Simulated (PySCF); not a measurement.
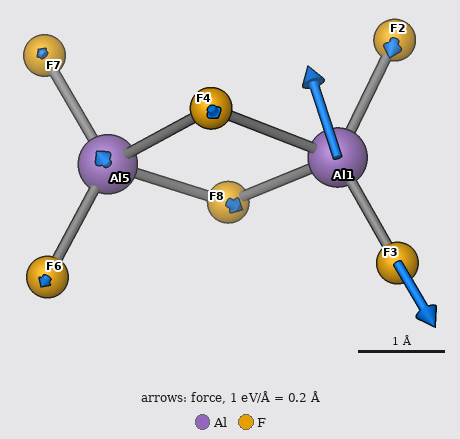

Starting geometry of Al2F6 with the computed forces as blue arrows. A ball-and-stick model, seen at a tilt.

The start comes from GFN2-xTB. Its atoms were then displaced at random by about 0.03 Å.

These are results of PySCF, PBE0-D3(BJ)/def2-SVP geometry optimisation, gas phase, not measurements. 

**What follows when this structure is relaxed?**

It isn't relaxed: the largest force vector, on Al1, is 6.16 eV/Å. The final displacements follow the starting forces only in part (cosine between the two patterns 0.42). The largest moves after the best rigid fit, 0.12 Å, are those of F2 and F3. By element the largest moves are F 0.12 Å, Al 0.08 Å. Some distances before and after: Al1–F3 1.534 → 1.644 Å, Al5–F8 1.725 → 1.815 Å, Al1–F2 1.689 → 1.643 Å, Al1–F4 1.845 → 1.814 Å. Among the angles between lasting bonds that change: F2–Al1–F8 103.3° → 110.6°, Al1–F4–Al5 94.1° → 99.7°, F2–Al1–F3 129.7° → 124.5°. Over 14 geometry steps the energy falls by 10.1 kcal/mol. Cost: 100 s on 1 thread of Intel(R) Xeon(R) Platinum 8259CL CPU @ 2.50GHz, with other jobs on the host.
